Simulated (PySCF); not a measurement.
# Two runs on WOF₃

System: WOF₃ (W(O)(F)3), multiplicity 2.
Method of run A: UKS r2SCAN, W def2-SVP with ECP60, O def2-SVP, F def2-SVP; non-relativistic Hamiltonian with a scalar-relativistic core potential; density fitting (PySCF 2.14.0).

Text and figures count atoms from 1; the logs count them from 0 in places.

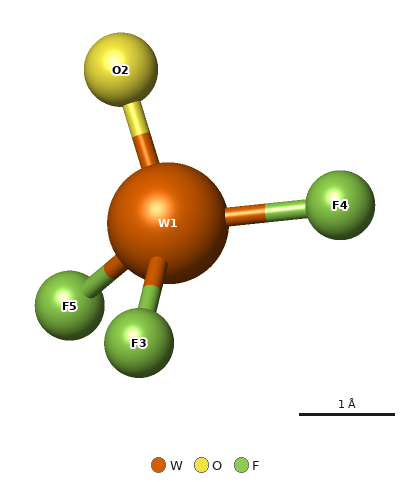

The structure (ball-and-stick view, seen at a tilt; atoms are numbered from 1 in the order of the input). Sticks mark near contacts.

Input, run A:
```python
mol = gto.M(atom='''
W     -0.04624     0.09472    -0.05111
O      1.05239     1.17007     0.67828
F     -1.25259    -1.15750     0.67366
F      1.08815    -1.16887    -0.79593
F     -1.35187     1.25240    -0.67973''',
    basis={'W': 'def2-SVP', 'O': 'def2-SVP', 'F': 'def2-SVP'},
    ecp={'W': 'def2-SVP'},
    charge=0, spin=1)
mf = dft.UKS(mol, xc='R2SCAN')
mf.grids.atom_grid = (50, 194)  # f atoms: at least (60, 302), unpruned
mf = mf.density_fit()  # W def2-universal-JKFIT, O def2-universal-JKFIT, F def2-universal-JKFIT
mf.conv_tol = 1e-08; mf.max_cycle = 55
mf.kernel(dm0)
```

The script is an equivalent of the set-up of the self-consistent field. The run itself was carried out by a driver, which started from the orbitals of the step before it where there was one and computed the further properties.

Command:
```bash
OMP_NUM_THREADS=2 python <driver script>
```

Hardware: 2 threads of Arm Neoverse V1, 24 GiB of memory available, shared host.

Output (run A):
```
init E= -441.566015464542
  HOMO = -0.215118531721  LUMO = -0.153603600713  gap/eV = 1.67391
cycle= 1 E= -441.612138388781  delta_E= -0.0461  |g|= 0.055  |ddm|= 0.474
  HOMO = -0.23068895324  LUMO = -0.152665108256  gap/eV = 2.12314
cycle= 2 E= -441.595176146713  delta_E= 0.017  |g|= 0.214  |ddm|= 0.194
  HOMO = -0.225789530246  LUMO = -0.145821341533  gap/eV = 2.17605
cycle= 3 E= -441.613468214482  delta_E= -0.0183  |g|= 0.0179  |ddm|= 0.149
  HOMO = -0.224118772506  LUMO = -0.143161168747  gap/eV = 2.20297
cycle= 4 E= -441.613509959785  delta_E= -4.17e-05  |g|= 0.0152  |ddm|= 0.0238
  HOMO = -0.224750853772  LUMO = -0.143425189125  gap/eV = 2.21298
cycle= 5 E= -441.613597043666  delta_E= -8.71e-05  |g|= 0.00315  |ddm|= 0.012
  HOMO = -0.225243210876  LUMO = -0.143708578093  gap/eV = 2.21867
cycle= 6 E= -441.613600523377  delta_E= -3.48e-06  |g|= 0.000648  |ddm|= 0.00292
  HOMO = -0.225239152709  LUMO = -0.143672478938  gap/eV = 2.21954
cycle= 7 E= -441.613600525599  delta_E= -2.22e-09  |g|= 0.000683  |ddm|= 0.000913
  HOMO = -0.22518488661  LUMO = -0.143613298197  gap/eV = 2.21968
cycle= 8 E= -441.613600715219  delta_E= -1.9e-07  |g|= 8.32e-05  |ddm|= 0.000563
  HOMO = -0.225188615563  LUMO = -0.143616081554  gap/eV = 2.21970
cycle= 9 E= -441.613600723399  delta_E= -8.18e-09  |g|= 2.61e-05  |ddm|= 0.000183
  HOMO = -0.225190663641  LUMO = -0.143617676163  gap/eV = 2.21971
Extra cycle  E= -441.613600723993  delta_E= -5.94e-10  |g|= 3.02e-05  |ddm|= 5.71e-05
converged SCF energy = -441.613600723993  <S^2> = 0.75262606  2S+1 = 2.0026243
```

The input of run B differs as follows (lines with − go, lines with + come):
```diff
-mf.grids.atom_grid = (50, 194)  # f atoms: at least (60, 302), unpruned
+mf.grids.atom_grid = (30, 86)  # f atoms: at least (60, 302), unpruned
```

What does this change do to the results?

The energy of run B is 4.5 kcal/mol lower, which measures how much it depends on this numerical setting. The largest force goes from 0.018 to 0.328 eV/Å. This is the error of the numerical integration: a lower energy isn't a better one, and neither grid is shown to be converged.

Output (run B):
```
init E= -457.403531602537
  HOMO = -0.138168843528  LUMO = -0.129474379901  gap/eV = 0.23659
cycle= 1 E= -436.460191142446  delta_E= 20.9  |g|= 3.74  |ddm|=  3.6
  HOMO = -0.0089214110725  LUMO = -0.00646858499473  gap/eV = 0.06674
cycle= 2 E= -431.845232301135  delta_E= 4.61  |g|= 4.36  |ddm|= 6.04
  HOMO = -0.266928823655  LUMO = -0.251094847729  gap/eV = 0.43086
cycle= 3 E= -441.048807164542  delta_E= -9.2  |g|= 1.17  |ddm|= 4.76
  HOMO = -0.222286331176  LUMO = -0.20947329349  gap/eV = 0.34866
cycle= 4 E= -436.191185265938  delta_E= 4.86  |g|= 2.94  |ddm|= 2.77
  HOMO = -0.167779801194  LUMO = -0.109668317489  gap/eV = 1.58129
cycle= 5 E= -441.576379711469  delta_E= -5.39  |g|= 0.288  |ddm|= 2.54
  HOMO = -0.252830434832  LUMO = -0.178505346633  gap/eV = 2.02249
cycle= 6 E= -441.611481148844  delta_E= -0.0351  |g|= 0.143  |ddm|= 0.468
  HOMO = -0.225120640455  LUMO = -0.144417206057  gap/eV = 2.19605
cycle= 7 E= -441.619208281298  delta_E= -0.00773  |g|= 0.0654  |ddm|= 0.169
  HOMO = -0.223618190713  LUMO = -0.142402332113  gap/eV = 2.21000
cycle= 8 E= -441.620612798865  delta_E= -0.0014  |g|= 0.0209  |ddm|= 0.0536
  HOMO = -0.224873515434  LUMO = -0.143081531866  gap/eV = 2.22567
cycle= 9 E= -441.620747348123  delta_E= -0.000135  |g|= 0.00906  |ddm|= 0.0153
  HOMO = -0.225049104476  LUMO = -0.143165603435  gap/eV = 2.22816
cycle= 10 E= -441.620774414418  delta_E= -2.71e-05  |g|= 0.00444  |ddm|= 0.00431
  HOMO = -0.225106559974  LUMO = -0.143231581434  gap/eV = 2.22793
cycle= 11 E= -441.620781567767  delta_E= -7.15e-06  |g|= 0.00177  |ddm|= 0.00252
  HOMO = -0.225122710679  LUMO = -0.143273597127  gap/eV = 2.22723
cycle= 12 E= -441.620782452693  delta_E= -8.85e-07  |g|= 0.000973  |ddm|= 0.00122
  HOMO = -0.225110624033  LUMO = -0.143284470457  gap/eV = 2.22660
cycle= 13 E= -441.620782816064  delta_E= -3.63e-07  |g|= 0.000184  |ddm|= 0.000617
  HOMO = -0.225111124011  LUMO = -0.143290920074  gap/eV = 2.22644
cycle= 14 E= -441.620782829747  delta_E= -1.37e-08  |g|= 4.66e-05  |ddm|= 0.000157
  HOMO = -0.225111484244  LUMO = -0.14329284472  gap/eV = 2.22640
cycle= 15 E= -441.620782830577  delta_E= -8.3e-10  |g|= 8.89e-06  |ddm|= 4.64e-05
  HOMO = -0.22511235626  LUMO = -0.143293626272  gap/eV = 2.22640
Extra cycle  E= -441.620782830136  delta_E= 4.42e-10  |g|= 3.45e-05  |ddm|= 3e-05
converged SCF energy = -441.620782830136  <S^2> = 0.75261614  2S+1 = 2.0026144
```

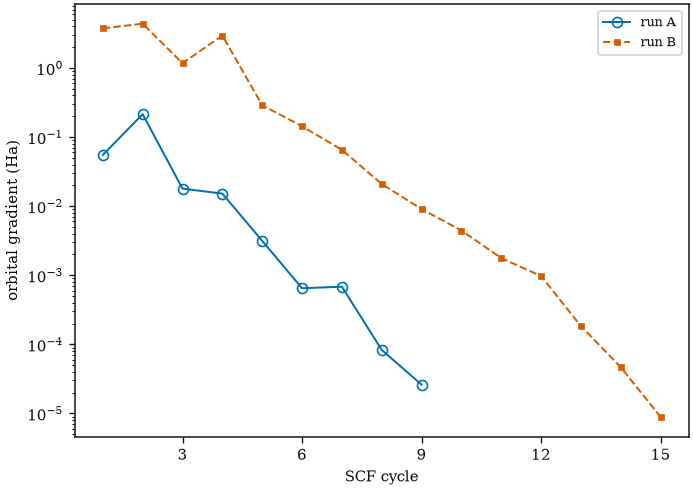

Convergence of the two runs: orbital gradient against the SCF cycle. Run A takes 9 cycles in all, and run B takes 15.

The two runs side by side:

| quantity | run A | run B |
| --- | --- | --- |
| outcome | converged | converged |
| total energy (hartree) | −441.613601 | −441.620783 |
| dipole moment (D) | 0.69 | 0.69 |
| ⟨S²⟩ | 0.753 | 0.753 |
| largest force (eV/Å) | 0.018 | 0.328 |
| basis functions | 88 | 88 |
| wall time (shared host) | 4.3 s | 3.7 s |

For run B: These settings are looser than, or depart from, a standard set-up, so the numbers are not reference values for this system.
